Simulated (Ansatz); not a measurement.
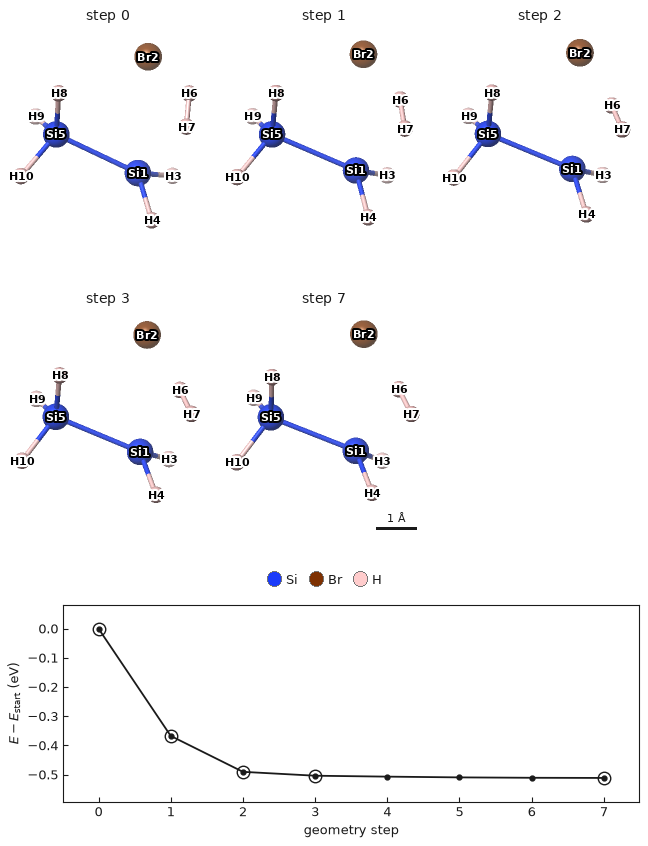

Frames of a constrained relaxation of Si₂H₇Br, marked on the history of the run. A ball-and-stick model, seen face on.

The reaction that was planned forms Si1–H7, Br2–H6 and breaks Si1–Br2, H6–H7 (atoms numbered from 1 in input order).

Computed with Ansatz, RKS PBE0-D4/def2-SVP. Settings: held fixed: the distance between atoms 1 (Si) and 7 (H), the distance between atoms 2 (Br) and 6 (H), the distance between atoms 1 (Si) and 2 (Br), the distance between atoms 6 (H) and 7 (H), counting from 1; force threshold 0.04 eV/Å; at most 150 steps.

Question: Describe the path.

Answer: After 7 geometry steps the energy has fallen by 0.511 eV. The largest force component goes from 0.75 to 0.028 eV/Å. H6 moves most after the best rigid fit: 0.41 Å. Largest moves by element: H 0.41 Å, Br 0.16 Å, Si 0.15 Å. Some distances before and after: Si1–H6 2.563 → 2.013 Å, Br2–Si5 3.261 → 3.339 Å, Si1–H3 1.454 → 1.484 Å, Si5–H8 1.460 → 1.487 Å. Bond angles that change, for instance: H3–Si1–Si5 131.9° → 124.6°, H3–Si1–H4 103.7° → 108.6°, Si1–Si5–H8 111.0° → 107.9°. The run took 14 s on 4 threads of Arm Neoverse V2 (shared host). From step 0 to 1: H6 moves most (0.22 Å), energy −0.367 eV. From step 1 to 2: H6 moves most (0.20 Å), energy −0.123 eV. From step 2 to 3: H4 moves most (0.10 Å), energy −0.013 eV. From step 3 to 7: H7 moves most (0.11 Å), energy −0.008 eV.
